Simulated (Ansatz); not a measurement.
# UB3LYP/3-21G run of AlO (oxoaluminum)

What is the electronic atomisation energy of AlO (oxoaluminum) at UB3LYP/3-21G? 

The results are computed with Ansatz 0.2.0.

74 further runs of the same task are left out: 3 that didn't finish, 71 set aside as unsound or not needed.

## 1. The system as given

The species is AlO (2 atoms), meant as a doublet with charge 0. As SMILES, `[O]=[Al]`. Geometry: a GFN2-xTB relaxation, a rough one for these elements and not checked as a minimum.

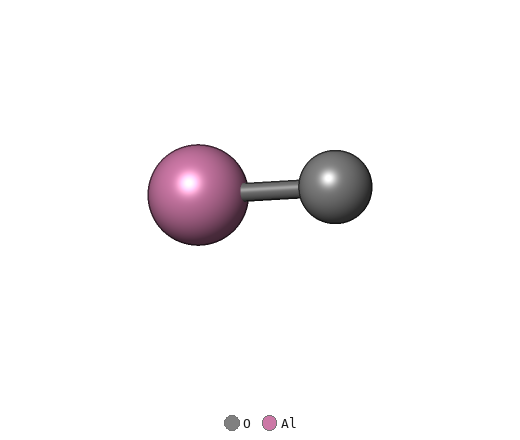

Viewed from a chosen angle; oxygen grey, aluminium pink.

## 2. The energy at UB3LYP/3-21G

job.yaml

```yaml
crystal:
  periodic: [false, false, false]
  atoms:
    - {symbol: O, position_ang: [0.000000, 0.000000, 0.000000]}
    - {symbol: Al, position_ang: [0.000000, 0.000000, 1.570050]}
basis:
  gaussian:
    orbitals: 3-21G.json
accuracy: high
magnetization:
  spin_polarized: true
  initial_magnetization: 1
hamiltonian:
  xc: {name: B3LYP}
```

The basis set 3-21G is read from a file made from the Basis Set Exchange's data (not shown).

Launch:

```sh
$ ansatz run job.yaml --threads 1 --pin off --max-ram 2610MiB --events-out events.jsonl --progress --plain --runs-dir runs
```

Standard output:

```text
Warning: RAYON_NUM_THREADS=1 ignored (pool sized by the plan → 1); use --threads N
Functional definition: B3LYP
  name "B3LYP"
  parameter a0 = 0.2
  parameter ax = 0.72
  parameter ac = 0.81
  exchange = (1 - a0 - ax)*slater_x + ax*b88_x + a0*exact_x
  correlation = (1 - ac)*vwn_rpa_c + ac*lyp_c
411 factors; integrals over basis functions are off by at most 4.9e-9 eV
mean field evaluation 1: about -8584.0602 eV, gradient 4.9e1 eV
mean field evaluation 2: about -8422.6455 eV, gradient 1.3e2 eV
mean field evaluation 4: about -8594.8779 eV, gradient 5.4e0 eV
mean field evaluation 8: about -8595.0699 eV, gradient 4.2e-2 eV
mean field evaluation 16: about -8595.0882 eV, gradient 9.2e-5 eV
mean field -8595.08823162 eV, -315.8636665520 hartree, gradient 1.8e-8 eV, S^2 0.754513; 1 other end points of the search recorded, 0 dependent functions left out
reference -8595.08825720 eV, -315.8636674921 hartree; 11, 10 occupied and 11, 12 virtual orbitals, 411 factors
Total energy: -8595.08825720 eV, -315.8636674921 hartree
```

It took 0.52 s on 1 thread of AMD EPYC 9R45 (Zen 5), shared host.

## 3. The Al atom at the same level

input.yaml

```yaml
basis:
  gaussian:
    orbitals: 3-21G.json
crystal:
  periodic: [false, false, false]
  atoms:
    - {symbol: Al, position_ang: [0.000000, 0.000000, 0.000000]}
magnetization:
  spin_polarized: true
  initial_magnetization: 1
hamiltonian:
  xc: {name: B3LYP}
accuracy: high
```

The basis set 3-21G is read from a file made from the Basis Set Exchange's data (not shown).

Launch:

```sh
$ ansatz run input.yaml --threads 1 --pin off --max-ram 2610MiB --events-out events.jsonl --progress --plain --runs-dir runs
```

Standard output:

```text
Warning: RAYON_NUM_THREADS=1 ignored (pool sized by the plan → 1); use --threads N
[... 7 set-up lines as earlier in the session ...]
79 factors; integrals over basis functions are off by at most 3.2e-9 eV
mean field evaluation 1: about -6559.1326 eV, gradient 6.7e-1 eV
mean field evaluation 2: about -6559.1403 eV, gradient 1.4e-1 eV
mean field evaluation 4: about -6559.1369 eV, gradient 2.6e-2 eV
mean field evaluation 8: about -6559.1369 eV, gradient 4.6e-6 eV
mean field evaluation 16: about -6559.1535 eV, gradient 7.9e-3 eV
mean field evaluation 32: about -6559.1369 eV, gradient 5.0e-7 eV
mean field -6559.13689853 eV, -241.0438350784 hartree, gradient 9.2e-8 eV, S^2 0.750000; 1 other end points of the search recorded, 0 dependent functions left out
reference -6559.13691980 eV, -241.0438358599 hartree; 7, 6 occupied and 6, 7 virtual orbitals, 79 factors
Total energy: -6559.13691980 eV, -241.0438358599 hartree
```

Run time: 0.38 s. Hardware: 1 thread of AMD EPYC 9R45 (Zen 5), shared host.

## 4. The O atom

run.yaml

```yaml
crystal:
  periodic: [false, false, false]
  atoms:
    - {symbol: O, position_ang: [0.000000, 0.000000, 0.000000]}
basis:
  gaussian:
    orbitals: 3-21G.json
magnetization:
  spin_polarized: true
  initial_magnetization: 2
hamiltonian:
  xc: {name: B3LYP}
accuracy: high
```

The basis set 3-21G is read from a file made from the Basis Set Exchange's data (not shown).

Run the same way, it converges to -74.66029 Eh (log not shown).

## 5. What came out

At UB3LYP/3-21G:

```
                     quantity          value
       molecule: total energy  -315.86367 Eh
               molecule: ⟨S²⟩          0.755
        Al atom: total energy  -241.04384 Eh
                Al atom: ⟨S²⟩          0.750
         O atom: total energy   -74.66029 Eh
                 O atom: ⟨S²⟩          2.001
electronic atomisation energy       4.341 eV
```

In words: Taking the molecule apart into free atoms costs 4.34 eV (100 kcal/mol), before zero-point energy and without spin-orbit coupling. The basis has no polarisation functions, which makes bonds too weak.
